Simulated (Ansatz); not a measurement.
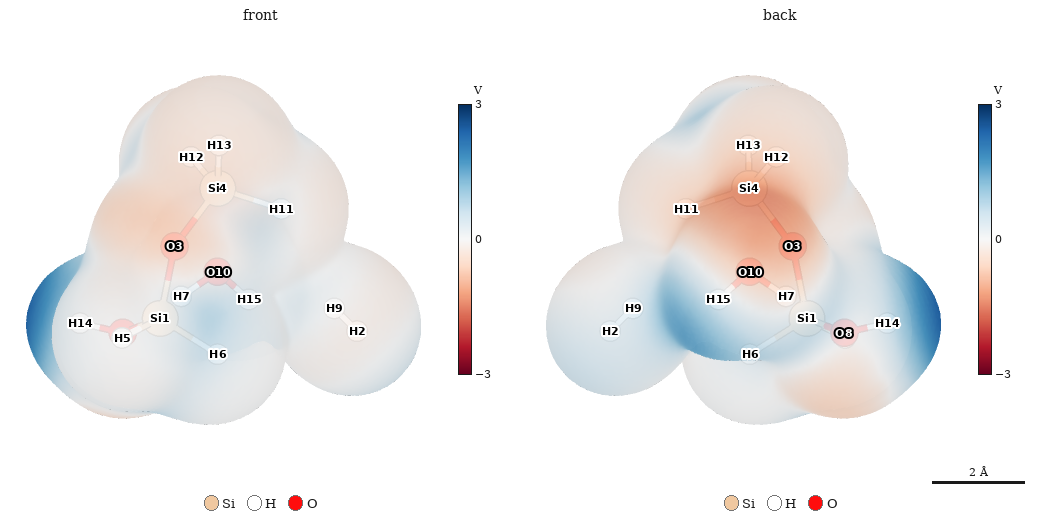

The picture shows: H₆O₂Si₂···H₂···H₂O. The electrostatic potential painted on the density surface at 0.001 e/bohr³, seen from the front and from behind; red is negative and blue positive.

The product side of a reaction path; geometry: PBE0-D4/def2-TZVP.

Level of theory: RKS PBE0-D4/def2-TZVPP in Ansatz 0.2.0.

The calculation's input:

```
crystal:
  periodic: [false, false, false]
  atoms:
    - {symbol: Si, position_ang: [1.238449, 1.014966, -0.672683]}
    - {symbol: H, position_ang: [-0.251013, -0.356206, 3.548295]}
    - {symbol: O, position_ang: [0.883792, -0.488392, -1.158778]}
    - {symbol: Si, position_ang: [0.035793, -1.858472, -0.822423]}
    - {symbol: H, position_ang: [2.437743, 1.445102, -1.430077]}
    - {symbol: H, position_ang: [1.442435, 1.069291, 0.790627]}
    - {symbol: H, position_ang: [-1.441670, 1.173652, 0.035920]}
    - {symbol: O, position_ang: [0.009133, 2.084213, -0.966294]}
    - {symbol: H, position_ang: [-0.201467, -0.590563, 2.840512]}
    - {symbol: O, position_ang: [-1.717353, 0.374427, 0.504314]}
    - {symbol: H, position_ang: [-0.028236, -2.099234, 0.639692]}
    - {symbol: H, position_ang: [-1.318841, -1.794236, -1.415245]}
    - {symbol: H, position_ang: [0.786707, -2.975006, -1.454441]}
    - {symbol: H, position_ang: [-0.110628, 2.380691, -1.870064]}
    - {symbol: H, position_ang: [-1.764943, 0.619865, 1.430647]}
basis:
  gaussian: {orbitals: def2-TZVPP}
hamiltonian: {xc: pbe0, dispersion: d4}
output: {orbitals: {seedname: orbitals}}
```

Run with:

```sh
ansatz run in.yaml --threads 8 --pin off --events-out ev --progress --plain --max-ram 19148MiB
```

Describe the electrostatic potential map.

Answer. The most negative region (about −1.4 V) lies over O10, the most positive (about +2.3 V) over H14. O10 is the likeliest acceptor of a hydrogen bond.
